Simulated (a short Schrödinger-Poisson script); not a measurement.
Structure: MOS inversion layer, SiO2 on p-type Ge(100), at 300 K.

| layer | material | thickness (nm) | Na (cm⁻³) |
|---|---|---|---|
| 1 | SiO2 | 2.1 | - |
| 2 | Ge | 1500 | 7.7e16 |

The device is made up for the run: typed textbook-type constants, with dimensions and the other settings drawn at random. SiO2: permittivity 3.9, conduction-band edge (eV) 3.1, gap (eV) 9, electron mass (mₑ) 0.5. Ge: permittivity 16, conduction-band edge (eV) 0, gap (eV) 0.664, Nv at 300 K (cm⁻³) 6e18.

Channel valleys (confinement mass, in-plane density-of-states mass, number): L4 0.12, 0.295, 4. At the gate the conduction-band edge of layer 1 lies 3.43 eV − eVg above the Fermi level of the channel; the field vanishes at the back. Gaps are held at their typed values at every temperature. Mesh 0.03 nm at interfaces.

From a short Schrödinger-Poisson script (our own, NumPy): 1D Poisson equation in equilibrium, electrons quantum, Hartree (BenDaniel-Duke, 12 states a valley, the channel's in-plane mass for all, wave functions free to enter the dielectric), parabolic valleys, classical holes, full ionisation, no traps, pinning or gate leakage.

Only gate voltages with over 1e8 electrons/cm² are shown.

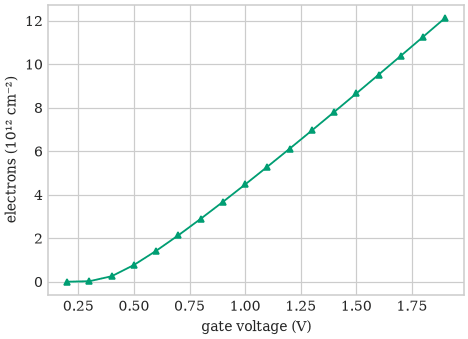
Fig. 1. Sheet density against gate voltage

```tsv
Vg (V)	electrons (cm⁻²)	C (μF/cm²)	L4 E0 (meV)	L4 E1 (meV)
0.2	9.87e8	0.152	250.9	293.9
0.4	2.53e11	0.696	105.2	157.4
0.6	1.42e12	1.11	58.2	121.1
0.8	2.89e12	1.23	37.6	109.9
1	4.47e12	1.30	24.3	104.6
1.2	6.12e12	1.34	14.1	101.7
1.4	7.80e12	1.36	5.8	99.8
1.6	9.52e12	1.38	-1.4	98.7
1.8	1.13e13	1.40	-7.9	97.9
```

Subbands count from the Fermi level.

Only the L valleys are kept; under strong confinement the Δ valleys of Ge fill too.
